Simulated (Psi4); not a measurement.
**PBE/cc-pVDZ (Coulomb fitting set, sweep point 1) run of H3O+ (oxonium)**

What is the vertical ionisation energy of H3O+ (oxonium) at PBE/cc-pVDZ (Coulomb fitting set, sweep point 1)? Input form: a Python script.

The results are computed with Psi4 1.11.

## 1. Starting point

H3O+ has 4 atoms, charge +1, and is taken as a singlet. As SMILES, `[OH3+]`. The coordinates come from a GFN2-xTB relaxation.

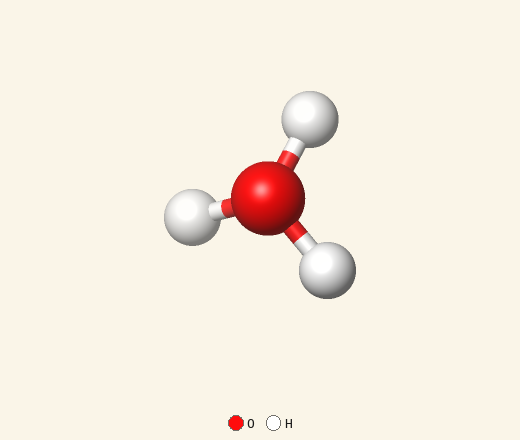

The structure, seen from a chosen angle (oxygen red, hydrogen white).

## 2. The energy at PBE/cc-pVDZ (Coulomb fitting set, sweep point 1)

calc.py reads:

```python
import psi4

psi4.set_memory('1600 MB')
psi4.set_num_threads(1)
psi4.set_output_file('output.dat', False)

molecule = psi4.geometry("""
1 1
O      0.37048081    -0.11531109    -0.10752542
H      0.40483603     1.73748979     0.03112379
H     -0.78123168    -0.69281139    -1.44692550
H      0.00591484    -0.92936731     1.52334602
units au
symmetry c1
""")

psi4.set_options(dict(puream=True, scf_type='df', dft_radial_points=99, dft_spherical_points=590, df_basis_scf='def2-universal-jfit'))

E = psi4.energy("pbe/cc-pVDZ")
print(f'pbe/cc-pVDZ energy: {E:.10f} Eh')
```

The run is started by

```bash
python calc.py
```

output.dat:

```text
[...]
  Running in c1 symmetry.
[...]
  Nuclear repulsion =   13.886771319558083
[...]
  Multiplicity = 1
[...]
  Nalpha       = 5
  Nbeta        = 5
[...]
    Number of basis functions: 29
[...]
   @DF-RKS iter   1:   -76.54443325782131    2.37132e-01   1.62774e-02 ADIIS/DIIS
[...]
   @DF-RKS iter   6:   -76.61910343141666   -4.41067e-08   2.28797e-07 DIIS
[...]
    Orbital Energies [Eh]
    ---------------------
    Doubly Occupied:
       1A    -19.198913     2A     -1.358656     3A     -0.876836
       4A     -0.876735     5A     -0.677507
[...]
  @DF-RKS Final Energy:   -76.61910343141666
   => Energetics <=
    Nuclear Repulsion Energy =             13.8867713195580826
    One-Electron Energy =                -128.3837068233947605
    Two-Electron Energy =                  47.1998430420145070
    DFT Exchange-Correlation Energy =      -9.3220109695944888
    Empirical Dispersion Energy =           0.0000000000000000
    VV10 Nonlocal Energy =                  0.0000000000000000
    Total Energy =                        -76.6191034314166615
[...]
 Multipole Moments:
 ------------------------------------------------------------------------------------
     Multipole            Electronic (a.u.)      Nuclear  (a.u.)        Total (a.u.)
 ------------------------------------------------------------------------------------
 L = 1.  Multiply by 2.5417464519 to convert [e a0] to [Debye]
 Dipole X            :          0.0155181           -0.6180902           -0.6025721
 Dipole Y            :         -0.0048401            0.1923788            0.1875387
 Dipole Z            :         -0.0044952            0.1793975            0.1749023
 Magnitude           :                                                    0.6548700
[...]
```

The script printed:

```text
pbe/cc-pVDZ energy: -76.6191034314 Eh
```

Run time: 4.5 s. Hardware: 1 thread of AMD EPYC 7B13 (Zen 3), shared host; peak memory 0.41 GiB.

## 3. Doublet [H3O]2+, same level

run.py reads:

```python
import psi4

psi4.set_memory('1600 MB')
psi4.set_num_threads(1)
psi4.set_output_file('psi4.out', False)

geom = psi4.geometry("""
2 2
O      0.37048081    -0.11531109    -0.10752542
H      0.40483603     1.73748979     0.03112379
H     -0.78123168    -0.69281139    -1.44692550
H      0.00591484    -0.92936731     1.52334602
units au
symmetry c1
""")

psi4.set_options({
    'reference': 'uks',
    'puream': True,
    'scf_type': 'df',
    'dft_radial_points': 99,
    'dft_spherical_points': 590,
    'df_basis_scf': 'def2-universal-jfit',
    'maxiter': 150,
})

e = psi4.energy('pbe/cc-pVDZ', molecule=geom)
print(f'pbe/cc-pVDZ energy: {e:.10f} Eh')
for k, v in sorted(psi4.core.scalar_variables().items()):
    print(f'{k:45s} {v:18.10f}')
```

The run is started by

```bash
python run.py
```

psi4.out:

```text
[...]
  Running in c1 symmetry.
[...]
  Nuclear repulsion =   13.886771319558083
[...]
  Multiplicity = 2
[...]
  Nalpha       = 5
  Nbeta        = 4
[...]
    Number of basis functions: 29
[...]
   @DF-UKS iter   1:   -75.69847110221492    1.08309e+00   4.78889e-03 ADIIS/DIIS
[...]
   @DF-UKS iter   7:   -75.70899981865313   -4.91005e-09   2.40998e-07 DIIS
[...]
   @S^2 Observed:                7.520365219E-01
[...]
    Orbital Energies [Eh]
    ---------------------
    Alpha Occupied:
       1A    -19.803746     2A     -1.900011     3A     -1.378201
       4A     -1.378095     5A     -1.286467
    Alpha Virtual:
       6A     -0.639754     7A     -0.557675     8A     -0.557523
       9A     -0.179696    10A     -0.179649    11A     -0.128836
      12A     -0.018733    13A      0.154699    14A      0.154709
      15A      0.317216    16A      0.317293    17A      0.568381
      18A      0.696341    19A      0.992088    20A      0.992121
      21A      1.024603    22A      1.233308    23A      1.233661
      24A      1.402971    25A      2.085598    26A      2.085624
[...]
  @DF-UKS Final Energy:   -75.70899981865313
   => Energetics <=
    Nuclear Repulsion Energy =             13.8867713195580826
    One-Electron Energy =                -122.7411409691054871
    Two-Electron Energy =                  42.0685225058457064
    DFT Exchange-Correlation Energy =      -8.9231526749514263
    Empirical Dispersion Energy =           0.0000000000000000
    VV10 Nonlocal Energy =                  0.0000000000000000
    Total Energy =                        -75.7089998186531261
[...]
 Multipole Moments:
 ------------------------------------------------------------------------------------
     Multipole            Electronic (a.u.)      Nuclear  (a.u.)        Total (a.u.)
 ------------------------------------------------------------------------------------
 L = 1.  Multiply by 2.5417464519 to convert [e a0] to [Debye]
 Dipole X            :          0.0537421           -0.6180902           -0.5643481
 Dipole Y            :         -0.0168721            0.1923788            0.1755068
 Dipole Z            :         -0.0154822            0.1793975            0.1639153
 Magnitude           :                                                    0.6133185
[...]
```

The script printed:

```text
pbe/cc-pVDZ energy: -75.7089998187 Eh
CURRENT ENERGY                                    -75.7089998187
CURRENT REFERENCE ENERGY                          -75.7089998187
DD SOLVATION ENERGY                                 0.0000000000
DFT FUNCTIONAL TOTAL ENERGY                       -75.7089998187
DFT TOTAL ENERGY                                  -75.7089998187
DFT VV10 ENERGY                                     0.0000000000
DFT XC ENERGY                                      -8.9231526750
GRID ELECTRONS ALPHA                                4.9999999971
GRID ELECTRONS BETA                                 4.0000000025
GRID ELECTRONS TOTAL                                8.9999999996
NUCLEAR REPULSION ENERGY                           13.8867713196
ONE-ELECTRON ENERGY                              -122.7411409691
PCM POLARIZATION ENERGY                             0.0000000000
PE ENERGY                                           0.0000000000
SCF ITERATION ENERGY                              -75.7089998187
SCF ITERATIONS                                      7.0000000000
SCF TOTAL ENERGY                                  -75.7089998187
TWO-ELECTRON ENERGY                                42.0685225058
XC GRID RADIAL POINTS                              99.0000000000
XC GRID SPHERICAL POINTS                          590.0000000000
XC GRID TOTAL POINTS                           225837.0000000000
```

It took 6 s on 1 thread of AMD EPYC 7B13 (Zen 3), shared host; peak memory 0.4 GiB.

## 4. Results

Level: PBE/cc-pVDZ (Coulomb fitting set, sweep point 1).

| quantity | value |
| --- | --- |
| singlet H3O+: total energy | -76.61910 Eh |
| singlet H3O+: HOMO energy | -18.44 eV |
| singlet H3O+: LUMO energy | -7.92 eV |
| singlet H3O+: HOMO–LUMO gap | 10.52 eV |
| doublet [H3O]2+: total energy | -75.70900 Eh |
| doublet [H3O]2+: HOMO energy (highest over α and β) | -35.01 eV |
| doublet [H3O]2+: LUMO energy (lowest over α and β) | -30.81 eV |
| doublet [H3O]2+: ⟨S²⟩ | 0.752 |
| vertical ionisation energy (to the doublet dication) | 24.765 eV |

In words: Removing an electron at fixed nuclei costs 24.77 eV (571 kcal/mol). −ε(HOMO) before ionisation, 18.44 eV, is 6.33 eV below this ionisation energy.
